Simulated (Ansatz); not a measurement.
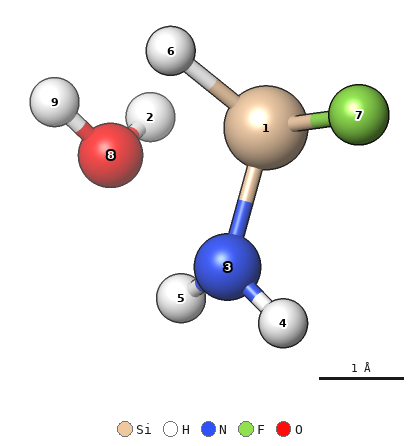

The starting structure (ball-and-stick view, seen at a tilt; atoms are numbered from 1 in the order of the input). Bond lengths as drawn: F–Si 1.64 Å, H–N 1.01 Å, H–O 0.96 Å, H–Si 1.51 Å and N–Si 1.72 Å.

SiNH₅OF: nudged elastic band

System: SiNH₅OF, multiplicity 2.
Method: UKS PBE0/def2-SVP (Ansatz 0.2.0).

It belongs to a series of runs on one base structure; here: band between the two ends. Figures and captions count atoms from 1; the log counts them from 0 in places.

## Input
```yaml
crystal:
  periodic: [false, false, false]
  atoms:
    - { symbol: Si, position_ang: [-0.197608, -0.490892, -0.252279] }
    - { symbol: H, position_ang: [0.261346, -0.84416, 2.776689] }
    - { symbol: "N", position_ang: [1.426597, 0.07612, -0.372939] }
    - { symbol: H, position_ang: [1.990744, -0.22125, -1.162246] }
    - { symbol: H, position_ang: [1.958503, 0.156084, 0.486713] }
    - { symbol: H, position_ang: [-1.135887, 0.588719, 0.22813] }
    - { symbol: F, position_ang: [-0.619988, -0.777784, -1.812474] }
    - { symbol: O, position_ang: [0.585712, -0.027259, 2.380022] }
    - { symbol: H, position_ang: [-0.072119, 0.633322, 2.628583] }
magnetization:
  spin_polarized: true
  initial_magnetization: 1
basis:
  gaussian: { orbitals: def2-SVP }
hamiltonian:
  xc: pbe0
neb:
  order_check: false
  images: 7
  f_tol: 0.05
  max_iterations: 52
  final_atoms:
    - { symbol: Si, position_ang: [-0.24847798, 0.46102282, -0.19937697] }
    - { symbol: H, position_ang: [0.16571892, -0.05142438, 2.98868353] }
    - { symbol: "N", position_ang: [1.42602789, 0.14625979, -0.3305248] }
    - { symbol: H, position_ang: [1.95353496, -0.03397231, 0.5175695] }
    - { symbol: H, position_ang: [1.98317763, 0.46066634, -1.11558989] }
    - { symbol: H, position_ang: [-0.73682559, 0.78844812, -1.58146258] }
    - { symbol: F, position_ang: [-1.04615036, -0.91437937, 0.26627516] }
    - { symbol: O, position_ang: [0.68253527, -0.60307335, 2.39162285] }
    - { symbol: H, position_ang: [0.01775925, -1.16064767, 1.96300218] }
  initial_path:
    images:
      - { positions_ang: [[-0.197608, -0.490892, -0.252279], [0.261346, -0.84416, 2.776689], [1.426597, 0.07612, -0.372939], [1.990744, -0.22125, -1.162246], [1.958503, 0.156084, 0.486713], [-1.135887, 0.588719, 0.22813], [-0.619988, -0.777784, -1.812474], [0.585712, -0.027259, 2.380022], [-0.072119, 0.633322, 2.628583]] }
      - { positions_ang: [[-0.15404558, -0.36244739, -0.18274939], [0.20761658, -0.65213003, 2.51540387], [1.48658877, 0.07933044, -0.44147771], [2.03589382, -0.36791124, -1.09691351], [2.00533389, 0.37313608, 0.16876257], [-1.03915791, 0.74848873, 0.08059384], [-0.65818021, -0.89709491, -1.49646741], [0.46425666, -0.05840075, 2.54458182], [-0.15100602, 0.22992908, 2.80846491]] }
      - { positions_ang: [[-0.11048315, -0.23400278, -0.11321978], [0.15388717, -0.46010007, 2.25411874], [1.54658055, 0.08254089, -0.51001643], [2.08104364, -0.51457248, -1.03158102], [2.05216478, 0.59018815, -0.14918785], [-0.94242882, 0.90825845, -0.06694231], [-0.69637243, -1.01640582, -1.18046081], [0.34280131, -0.08954249, 2.70914163], [-0.22989304, -0.17346384, 2.98834683]] }
      - { positions_ang: [[-0.06692073, -0.10555817, -0.04369017], [0.10015775, -0.2680701, 1.99283362], [1.60657232, 0.08575133, -0.57855514], [2.12619345, -0.66123372, -0.96624853], [2.09899567, 0.80724023, -0.46713828], [-0.84569973, 1.06802818, -0.21447847], [-0.73456464, -1.13571673, -0.86445422], [0.22134597, -0.12068424, 2.87370145], [-0.30878006, -0.57685677, 3.16822874]] }
      - { positions_ang: [[-0.02335831, 0.02288644, 0.02583944], [0.04642834, -0.07604014, 1.73154849], [1.6665641, 0.08896177, -0.64709385], [2.17134327, -0.80789496, -0.90091604], [2.14582656, 1.0242923, -0.78508871], [-0.74897064, 1.22779791, -0.36201462], [-0.77275686, -1.25502764, -0.54844763], [0.09989062, -0.15182599, 3.03826127], [-0.38766708, -0.98024969, 3.34811065]] }
      - { positions_ang: [[-0.07963822, 0.13242053, -0.03046466], [0.07625098, -0.0698862, 2.04583225], [1.60643005, 0.10328628, -0.56795159], [2.1168912, -0.6144143, -0.54629466], [2.10516432, 0.88338581, -0.867714], [-0.74593438, 1.11796046, -0.66687661], [-0.84110523, -1.16986557, -0.34476693], [0.24555178, -0.26463783, 2.87660167], [-0.2863105, -1.02534918, 3.00183354]] }
      - { positions_ang: [[-0.13591814, 0.24195463, -0.08676876], [0.10607363, -0.06373226, 2.36011601], [1.54629599, 0.11761078, -0.48880933], [2.06243912, -0.42093364, -0.19167327], [2.06450209, 0.74247932, -0.9503393], [-0.74289811, 1.00812302, -0.9717386], [-0.90945361, -1.08470351, -0.14108623], [0.39121295, -0.37744967, 2.71494206], [-0.18495392, -1.07044868, 2.65555642]] }
      - { positions_ang: [[-0.19219806, 0.35148873, -0.14307286], [0.13589628, -0.05757832, 2.67439977], [1.48616194, 0.13193529, -0.40966706], [2.00798704, -0.22745297, 0.16294811], [2.02383986, 0.60157283, -1.03296459], [-0.73986185, 0.89828557, -1.27660059], [-0.97780198, -0.99954144, 0.06259446], [0.53687411, -0.49026151, 2.55328246], [-0.08359733, -1.11554818, 2.3092793]] }
      - { positions_ang: [[-0.24847798, 0.46102282, -0.19937697], [0.16571892, -0.05142438, 2.98868353], [1.42602789, 0.14625979, -0.3305248], [1.95353496, -0.03397231, 0.5175695], [1.98317763, 0.46066634, -1.11558989], [-0.73682559, 0.78844812, -1.58146258], [-1.04615036, -0.91437937, 0.26627516], [0.68253527, -0.60307335, 2.39162285], [0.01775925, -1.16064767, 1.96300218]] }
```

Hardware: 2 threads of Arm Neoverse V2, 24 GiB of memory available, shared host.

Launched with:
```bash
ansatz run input.yaml --threads 2 --pin off --max-ram 3072MiB --backend cpu --events-out ev --progress --plain --runs-dir out
```

## Log
```
Engine: ansatz 0.2.0, aarch64-unknown-linux-gnu
Functional definition: PBE0
  parameter a = 0.25
  parameter kappa = 0.804
  parameter beta = 0.06672455060314922
  exchange = (1 - a)*pbe_x(kappa = kappa, mu = beta*pi^2/3) + a*exact_x
  correlation = pbe_c(beta = beta)
888 factors; integrals over basis functions are off by at most 3.6e-4 eV
mean field evaluation 1: about -14187.9962 eV, gradient 4.8e1 eV
mean field evaluation 2: about -14175.1015 eV, gradient 7.1e1 eV
mean field evaluation 4: about -14196.4384 eV, gradient 4.2e0 eV
mean field evaluation 8: about -14196.5125 eV, gradient 9.5e-2 eV
mean field evaluation 16: about -14196.5126 eV, gradient 3.8e-5 eV
mean field -14196.51256693 eV, -521.7122140927 hartree, gradient 3.8e-5 eV, S^2 0.752285; 0 other end points of the search recorded, 0 dependent functions left out
the calculation of the forces begins
reference -14196.51259253 eV, -521.7122150337 hartree; 22, 21 occupied and 63, 64 virtual orbitals, 888 factors
888 factors; integrals over basis functions are off by at most 6.5e-4 eV
mean field evaluation 32: about -14196.6365 eV, gradient 5.1e-5 eV
mean field -14196.63651808 eV, -521.7167692136 hartree, gradient 5.1e-5 eV, S^2 0.751710; 0 other end points of the search recorded, 0 dependent functions left out
[... from here on the field's lines of each further geometry are left out, up to the last ...]
NEB iter   1: max|band force component| = 7.317e1 eV/Å  barrier→ = 18.2104 eV  barrier← = 18.3344 eV  Δτ_max = 0.2000 Å  (258 SCF iters)
NEB iter   2: max|band force component| = 1.801e1 eV/Å  barrier→ = 3.4927 eV  barrier← = 3.6166 eV  Δτ_max = 0.2000 Å  (227 SCF iters)
NEB iter   3: max|band force component| = 8.879e0 eV/Å  barrier→ = 1.4938 eV  barrier← = 1.6177 eV  Δτ_max = 0.2000 Å  (218 SCF iters)
NEB iter   4: max|band force component| = 3.136e0 eV/Å  barrier→ = 0.5554 eV  barrier← = 0.6793 eV  Δτ_max = 0.2000 Å  (220 SCF iters)
NEB iter   5: max|band force component| = 2.356e0 eV/Å  barrier→ = 0.4097 eV  barrier← = 0.5336 eV  Δτ_max = 0.1860 Å  (215 SCF iters)
NEB iter   6: max|band force component| = 1.380e0 eV/Å  barrier→ = 0.2721 eV  barrier← = 0.3960 eV  Δτ_max = 0.2000 Å  (210 SCF iters)
NEB iter   7: max|band force component| = 1.824e1 eV/Å  barrier→ = 5.2543 eV  barrier← = 5.3782 eV  Δτ_max = 0.1016 Å  (217 SCF iters)
NEB iter   8: max|band force component| = 6.502e0 eV/Å  barrier→ = 1.1605 eV  barrier← = 1.2845 eV  Δτ_max = 0.2000 Å  (205 SCF iters)
NEB iter   9: max|band force component| = 2.778e0 eV/Å  barrier→ = 0.4344 eV  barrier← = 0.5584 eV  Δτ_max = 0.2000 Å  (206 SCF iters)
NEB iter  10: max|band force component| = 1.105e0 eV/Å  barrier→ = 0.2282 eV  barrier← = 0.3521 eV  Δτ_max = 0.2000 Å  (203 SCF iters)
NEB iter  11: max|band force component| = 2.197e0 eV/Å  barrier→ = 0.2883 eV  barrier← = 0.4123 eV  Δτ_max = 0.1004 Å  (206 SCF iters)
NEB iter  12: max|band force component| = 2.843e-1 eV/Å  barrier→ = 0.2092 eV  barrier← = 0.3332 eV  CI = image 5  Δτ_max = 0.2000 Å  (201 SCF iters)
NEB iter  13: max|band force component| = 4.178e-1 eV/Å  barrier→ = 0.2157 eV  barrier← = 0.3396 eV  CI = image 5  Δτ_max = 0.1006 Å  (206 SCF iters)
NEB iter  14: max|band force component| = 3.695e-1 eV/Å  barrier→ = 0.2080 eV  barrier← = 0.3319 eV  CI = image 5  Δτ_max = 0.1001 Å  (205 SCF iters)
NEB iter  15: max|band force component| = 3.100e-1 eV/Å  barrier→ = 0.2026 eV  barrier← = 0.3265 eV  CI = image 5  Δτ_max = 0.0994 Å  (208 SCF iters)
NEB iter  16: max|band force component| = 3.035e-1 eV/Å  barrier→ = 0.1969 eV  barrier← = 0.3208 eV  CI = image 5  Δτ_max = 0.0498 Å  (205 SCF iters)
NEB iter  17: max|band force component| = 1.552e-1 eV/Å  barrier→ = 0.1945 eV  barrier← = 0.3184 eV  CI = image 5  Δτ_max = 0.0499 Å  (192 SCF iters)
NEB iter  18: max|band force component| = 1.183e-1 eV/Å  barrier→ = 0.1912 eV  barrier← = 0.3151 eV  CI = image 5  Δτ_max = 0.0500 Å  (191 SCF iters)
NEB iter  19: max|band force component| = 1.252e-1 eV/Å  barrier→ = 0.1870 eV  barrier← = 0.3110 eV  CI = image 5  Δτ_max = 0.0250 Å  (190 SCF iters)
NEB iter  20: max|band force component| = 9.628e-2 eV/Å  barrier→ = 0.1845 eV  barrier← = 0.3084 eV  CI = image 5  Δτ_max = 0.0250 Å  (190 SCF iters)
NEB iter  21: max|band force component| = 1.008e-1 eV/Å  barrier→ = 0.1819 eV  barrier← = 0.3059 eV  CI = image 5  Δτ_max = 0.0500 Å  (189 SCF iters)
NEB iter  22: max|band force component| = 1.108e-1 eV/Å  barrier→ = 0.1772 eV  barrier← = 0.3012 eV  CI = image 5  Δτ_max = 0.1001 Å  (187 SCF iters)
NEB iter  23: max|band force component| = 1.362e-1 eV/Å  barrier→ = 0.1662 eV  barrier← = 0.2902 eV  CI = image 5  Δτ_max = 0.1002 Å  (196 SCF iters)
NEB iter  24: max|band force component| = 8.405e-1 eV/Å  barrier→ = 0.1593 eV  barrier← = 0.2832 eV  CI = image 2  Δτ_max = 0.0995 Å  (191 SCF iters)
NEB iter  25: max|band force component| = 7.274e-1 eV/Å  barrier→ = 0.1633 eV  barrier← = 0.2873 eV  CI = image 2  Δτ_max = 0.1974 Å  (199 SCF iters)
NEB iter  26: max|band force component| = 2.670e-1 eV/Å  barrier→ = 0.1731 eV  barrier← = 0.2971 eV  CI = image 2  Δτ_max = 0.1875 Å  (211 SCF iters)
NEB iter  27: max|band force component| = 4.383e-1 eV/Å  barrier→ = 0.1773 eV  barrier← = 0.3013 eV  CI = image 2  Δτ_max = 0.0993 Å  (203 SCF iters)
NEB iter  28: max|band force component| = 2.360e-1 eV/Å  barrier→ = 0.1768 eV  barrier← = 0.3008 eV  CI = image 2  Δτ_max = 0.0980 Å  (194 SCF iters)
NEB iter  29: max|band force component| = 2.018e-1 eV/Å  barrier→ = 0.1738 eV  barrier← = 0.2977 eV  CI = image 2  Δτ_max = 0.0646 Å  (189 SCF iters)
NEB iter  30: max|band force component| = 1.661e-1 eV/Å  barrier→ = 0.1705 eV  barrier← = 0.2944 eV  CI = image 2  Δτ_max = 0.0992 Å  (197 SCF iters)
NEB iter  31: max|band force component| = 1.243e-1 eV/Å  barrier→ = 0.1703 eV  barrier← = 0.2943 eV  CI = image 2  Δτ_max = 0.0843 Å  (197 SCF iters)
NEB iter  32: max|band force component| = 5.965e-2 eV/Å  barrier→ = 0.1705 eV  barrier← = 0.2945 eV  CI = image 2  Δτ_max = 0.0799 Å  (193 SCF iters)
the calculation of the forces begins
reference -14196.55637607 eV, -521.7138240492 hartree; 22, 21 occupied and 63, 64 virtual orbitals, 888 factors
888 factors; integrals over basis functions are off by at most 7.2e-4 eV
mean field -14196.34270631 eV, -521.7059718300 hartree, gradient 8.5e-5 eV, S^2 0.751641; 1 other end points of the search recorded, 0 dependent functions left out
the calculation of the forces begins
reference -14196.34273228 eV, -521.7059727847 hartree; 22, 21 occupied and 63, 64 virtual orbitals, 888 factors
NEB iter  33: max|band force component| = 4.862e-2 eV/Å  barrier→ = 0.1699 eV  barrier← = 0.2938 eV  CI = image 2  Δτ_max = 0.0000 Å  (397 SCF iters)
```

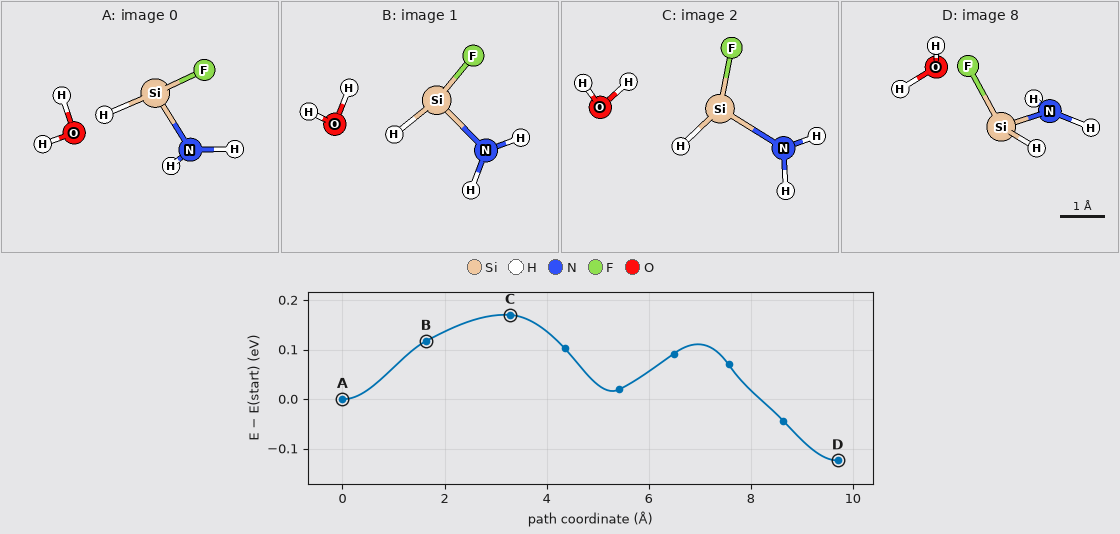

Images of the last band (counted from 0; ball-and-stick, seen at a tilt) above the energy along the path; the line is a cubic interpolation that uses the forces. The highest image is number 2, 0.170 eV above the start and 0.294 eV above the end (the climbing image); the end lies 0.124 eV below the start. A further maximum stands at image 5, 0.092 eV from the start, so the path isn't one elementary step. The path is 9.71 Å long. The band converged in 33 iterations.

```
Total energy: -14196.34273228 eV, -521.7059727847 hartree
Atom 0 at     0.288524    -0.177541    -0.015292 Å, force    -0.018894     0.009685    -0.018993 eV/Å
Atom 1 at     0.242725    -1.014982     2.823694 Å, force     0.000475    -0.002689     0.001930 eV/Å
Atom 2 at     1.640013     0.116186    -1.029781 Å, force    -0.023483    -0.010735     0.014855 eV/Å
Atom 3 at     2.314274    -0.591931    -1.291805 Å, force     0.011879     0.003082    -0.009079 eV/Å
Atom 4 at     1.980581     1.057431    -1.187203 Å, force     0.021808     0.003073    -0.008604 eV/Å
Atom 5 at    -0.309431     1.166616     0.252314 Å, force    -0.000669    -0.002038     0.008783 eV/Å
Atom 6 at    -0.848453    -1.076354    -0.785373 Å, force     0.013198     0.000515     0.016467 eV/Å
Atom 7 at    -0.078223    -0.156615     3.123967 Å, force    -0.006009     0.002995    -0.010230 eV/Å
Atom 8 at    -1.032709    -0.229911     3.009677 Å, force     0.001694    -0.003887     0.004872 eV/Å
Dipole moment:     0.290616    -0.063268    -0.043823 e Å
this run last wrote the band of iteration 33 to [file]
```

## The last band as extended XYZ (Å, eV, eV/Å)
```
9
Properties=species:S:1:pos:R:3:forces:R:3 image=0 energy=-14196.51257
Si   -0.1976   -0.4909   -0.2523    0.0060   0.0025  -0.0002
H     0.2613   -0.8442    2.7767    0.0007   0.0093  -0.0041
N     1.4266    0.0761   -0.3729    0.0045  -0.0102  -0.0220
H     1.9907   -0.2213   -1.1622   -0.0064   0.0094   0.0154
H     1.9585    0.1561    0.4867   -0.0030  -0.0042  -0.0013
H    -1.1359    0.5887    0.2281   -0.0051   0.0027   0.0026
F    -0.6200   -0.7778   -1.8125    0.0048  -0.0006   0.0056
O     0.5857   -0.0273    2.3800   -0.0221   0.0132   0.0113
H    -0.0721    0.6333    2.6286    0.0206  -0.0222  -0.0072
9
Properties=species:S:1:pos:R:3:forces:R:3 image=1 energy=-14196.39531
Si   -0.0613   -0.3215   -0.1796   -0.0185  -0.0105  -0.0308
H     0.3459   -0.9974    2.7086   -0.0027   0.0040  -0.0014
N     1.5254    0.0825   -0.7154    0.0061   0.0090   0.0194
H     2.1623   -0.6262   -1.0632   -0.0131  -0.0058   0.0061
H     2.0277    0.8244   -0.2393    0.0021  -0.0029   0.0359
H    -0.7314    0.9777    0.1601   -0.0179  -0.0067   0.0007
F    -0.8477   -0.9915   -1.4518    0.0012  -0.0006  -0.0115
O     0.3562   -0.0373    2.8004    0.0182   0.0099  -0.0156
H    -0.5797    0.1824    2.8806    0.0246   0.0036  -0.0029
9
Properties=species:S:1:pos:R:3:forces:R:3 image=2 energy=-14196.34271
Si    0.2885   -0.1775   -0.0153   -0.0189   0.0097  -0.0190
H     0.2427   -1.0150    2.8237    0.0005  -0.0027   0.0019
N     1.6400    0.1162   -1.0298   -0.0235  -0.0107   0.0149
H     2.3143   -0.5919   -1.2918    0.0119   0.0031  -0.0091
H     1.9806    1.0574   -1.1872    0.0218   0.0031  -0.0086
H    -0.3094    1.1666    0.2523   -0.0007  -0.0020   0.0088
F    -0.8485   -1.0764   -0.7854    0.0132   0.0005   0.0165
O    -0.0782   -0.1566    3.1240   -0.0060   0.0030  -0.0102
H    -1.0327   -0.2299    3.0097    0.0017  -0.0039   0.0049
9
Properties=species:S:1:pos:R:3:forces:R:3 image=3 energy=-14196.40980
Si    0.5369   -0.0402    0.1843   -0.0107   0.0190   0.0162
H     0.3020   -0.9023    2.9959   -0.0010   0.0185   0.0224
N     1.5566    0.1243   -1.1931   -0.0046   0.0055  -0.0289
H     2.2764   -0.5456   -1.4351   -0.0030  -0.0077  -0.0150
H     1.7529    1.0457   -1.5678    0.0025  -0.0045  -0.0328
H    -0.1599    1.2767    0.3054    0.0332   0.0228   0.0154
F    -0.6277   -1.1704   -0.0886    0.0322   0.0100   0.0844
O    -0.2967   -0.1464    2.9639   -0.0357  -0.0472  -0.0315
H    -1.1433   -0.5490    2.7353   -0.0129  -0.0165  -0.0302
9
Properties=species:S:1:pos:R:3:forces:R:3 image=4 energy=-14196.49324
Si    0.6025    0.2040    0.2549    0.0554  -0.0231   0.0117
H     0.2082   -0.4932    3.3377   -0.0056   0.0019  -0.0073
N     1.4995    0.0511   -1.2093   -0.0173   0.0300  -0.0093
H     2.1944   -0.6747   -1.3420    0.0097   0.0050  -0.0065
H     1.7026    0.8713   -1.7702   -0.0016   0.0007  -0.0067
H    -0.2696    1.4075    0.0725   -0.0078  -0.0193   0.0220
F    -0.3444   -1.1476    0.3658   -0.0121  -0.0365  -0.0148
O    -0.6027   -0.2035    2.9049    0.0054   0.0128   0.0022
H    -0.7932   -0.9220    2.2859   -0.0262   0.0284   0.0087
9
Properties=species:S:1:pos:R:3:forces:R:3 image=5 energy=-14196.42087
Si    0.2769    0.3618    0.0631    0.0466  -0.0464  -0.0149
H     0.4399   -0.2880    3.2197    0.0253  -0.0356   0.0019
N     1.5614    0.0644   -1.0430   -0.0286   0.0181   0.0310
H     2.3739   -0.4821   -0.7804    0.0084   0.0035  -0.0256
H     1.7781    0.7311   -1.7752   -0.0026   0.0165  -0.0220
H    -0.7096    1.2370   -0.6491   -0.0019  -0.0024   0.0153
F    -0.4429   -1.0895    0.3797    0.0172  -0.0102   0.0070
O    -0.5083   -0.4140    3.1143   -0.0542   0.0417  -0.0025
H    -0.5722   -1.0278    2.3712   -0.0104   0.0148   0.0098
9
Properties=species:S:1:pos:R:3:forces:R:3 image=6 energy=-14196.44280
Si    0.1829    0.3596   -0.0094   -0.0166  -0.0048  -0.0207
H    -0.2354    0.1515    3.1786   -0.0985   0.0702  -0.0120
N     1.6339    0.0866   -0.8789   -0.0082   0.0013   0.0333
H     2.4518   -0.3575   -0.4781   -0.0053   0.0004   0.0204
H     1.8625    0.6620   -1.6820    0.0065  -0.0214   0.0063
H    -0.7199    1.1073   -0.9450    0.0064   0.0160  -0.0218
F    -0.5497   -1.0798    0.3252   -0.0414   0.0292  -0.0121
O     0.0550   -0.7568    3.0614    0.1434  -0.0911   0.0054
H    -0.4839   -1.0800    2.3285    0.0136   0.0003   0.0013
9
Properties=species:S:1:pos:R:3:forces:R:3 image=7 energy=-14196.55635
Si   -0.0512    0.4040   -0.0640   -0.0185   0.0003  -0.0047
H    -0.1588    0.0456    3.0644    0.0198  -0.0094  -0.0086
N     1.5614    0.1254   -0.5679   -0.0180   0.0061   0.0318
H     2.2981   -0.1743    0.0592   -0.0199   0.0073   0.0478
H     1.9142    0.5422   -1.4218    0.0063  -0.0226   0.0221
H    -0.7469    0.9782   -1.2646    0.0011  -0.0043  -0.0263
F    -0.8117   -1.0302    0.2596   -0.0382   0.0158  -0.0063
O     0.4068   -0.6297    2.6723    0.0400   0.0127  -0.0374
H    -0.2147   -1.1682    2.1630    0.0274  -0.0059  -0.0184
9
Properties=species:S:1:pos:R:3:forces:R:3 image=8 energy=-14196.63652
Si   -0.2485    0.4610   -0.1994    0.0002  -0.0049   0.0037
H     0.1657   -0.0514    2.9887   -0.0060  -0.0006   0.0003
N     1.4260    0.1463   -0.3305   -0.0038   0.0118  -0.0157
H     1.9535   -0.0340    0.5176    0.0139  -0.0018   0.0057
H     1.9832    0.4607   -1.1156   -0.0035  -0.0073   0.0106
H    -0.7368    0.7884   -1.5815   -0.0023   0.0028  -0.0041
F    -1.0461   -0.9144    0.2663   -0.0032  -0.0011  -0.0005
O     0.6825   -0.6031    2.3916    0.0129   0.0024  -0.0012
H     0.0178   -1.1606    1.9630   -0.0083  -0.0015   0.0012
```

## Results in brief

```json
{"quantity": "outcome", "value": "converged"}
{"quantity": "barrier, forward", "value": "0.170 eV"}
{"quantity": "barrier, backward", "value": "0.294 eV"}
{"quantity": "wall time", "value": "8.7 min (CPU time 17 min)"}
{"quantity": "peak memory", "value": "0.22 GiB"}
```

## Remarks

The order of the saddle point was not checked.
